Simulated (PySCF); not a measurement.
Molecule (SMILES): [O+]#[Si-] (O-Si).
Geometry (B3LYP-D3(BJ)/def2-TZVP, fixed):
```xyz
2

Si     0.0000     0.0000    -0.5502
O      0.0000     0.0000     0.9629
```

Basis-set convergence of the mean static polarisability at PBE0 with PySCF. All functions are spherical. Density fitting with generated auxiliary sets. No added dispersion term, no relativity. Reference: the value in aug-cc-pV(5+d)Z, 29.69 bohr³, itself unsure by roughly 0.3 % (its mean distance from aug-pcseg-3, aug-cc-pV(Q+d)Z, aug-pcseg-2). Deviations are taken from unrounded values.

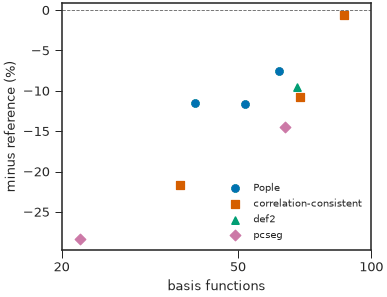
Fig. 1. Deviation from the reference against the number of basis functions, by family of sets.

```csv
basis,functions,mean static polarisability (bohr³),minus reference (%)
pcseg-0,22,21.28,-28.3
cc-pV(D+d)Z,37,23.26,-21.7
6-31+G*,40,26.29,-11.5
6-311+G**,52,26.25,-11.6
"6-311++G(2d,2p)",62,27.46,-7.5
pcseg-2,64,25.39,-14.5
def2-TZVP,68,26.87,-9.5
cc-pV(T+d)Z,69,26.48,-10.8
jun-cc-pV(T+d)Z,87,29.53,-0.5
```
